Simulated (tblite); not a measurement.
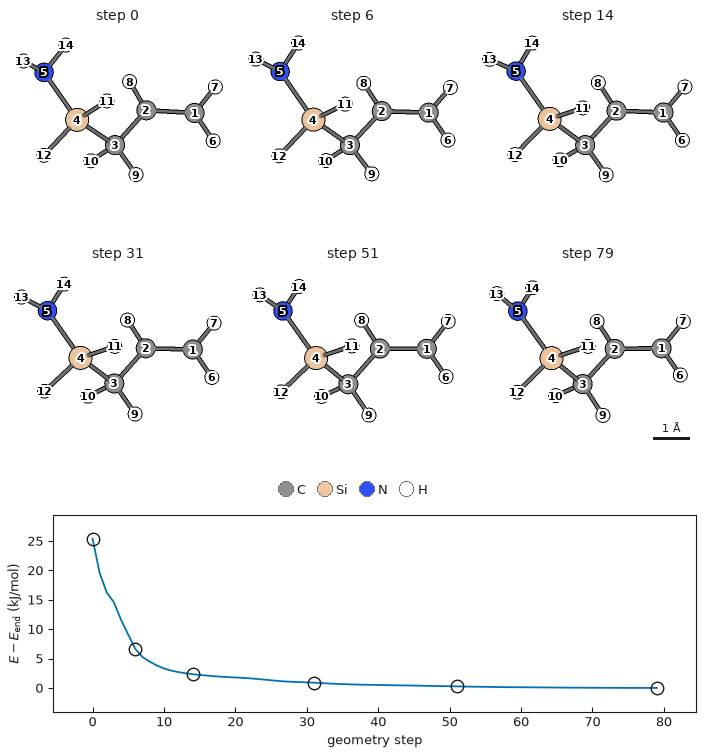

Frames of a relaxation of C$_{3}$H$_{9}$NSi, marked on the history of the run. Style: ball-and-stick. Shown at a tilt.

Theory: GFN2-xTB geometry optimisation, gas phase in tblite. 

What happens along the run?

The atom that moves furthest after the best rigid fit is H14 (0.42 Å). Largest moves by element: H 0.42 Å, C 0.17 Å, Si 0.16 Å, N 0.11 Å. Near-neighbour distances that change, for instance: C1–C2 1.357 → 1.322 Å, C3–Si4 1.876 → 1.910 Å, Si4–N5 1.701 → 1.723 Å, Si4–H11 1.490 → 1.472 Å. Bond angles that change, for instance: N5–Si4–H11 104.5° → 115.8°, Si4–N5–H13 109.2° → 118.8°, C3–Si4–N5 112.8° → 106.1°. The energy falls by 25.4 kJ/mol in 79 geometry steps. Cost: 1 s on 1 thread of Intel(R) Xeon(R) Processor @ 2.50GHz (shared host). From step 0 to 6: H11 moves most (0.14 Å), energy −18.8 kJ/mol. From step 6 to 14: H11 moves most (0.13 Å), energy −4.28 kJ/mol. From step 14 to 31: H14 moves most (0.14 Å), energy −1.44 kJ/mol. From step 31 to 51: H14 moves most (0.12 Å), energy −0.63 kJ/mol. From step 51 to 79: H6 moves most (0.11 Å), energy −0.27 kJ/mol.

| step | E − E(0), kJ/mol |
| --- | --- |
| 0 | 0.00 |
| 1 | -5.86 |
| 2 | -9.17 |
| 3 | -10.85 |
| 4 | -13.83 |
| 5 | -16.33 |
| 6 | -18.78 |
| 7 | -20.14 |
| 8 | -20.92 |
| 9 | -21.57 |
| 10 | -22.09 |
| 14 | -23.05 |
| 17 | -23.40 |
| 21 | -23.69 |
| 25 | -24.10 |
| 28 | -24.36 |
| 32 | -24.57 |
| 35 | -24.74 |
| 39 | -24.87 |
| 43 | -24.96 |
| 46 | -25.02 |
| 50 | -25.10 |
| 54 | -25.20 |
| 57 | -25.25 |
| 61 | -25.29 |
| 64 | -25.32 |
| 68 | -25.35 |
| 72 | -25.37 |
| 75 | -25.39 |
| 79 | -25.40 |
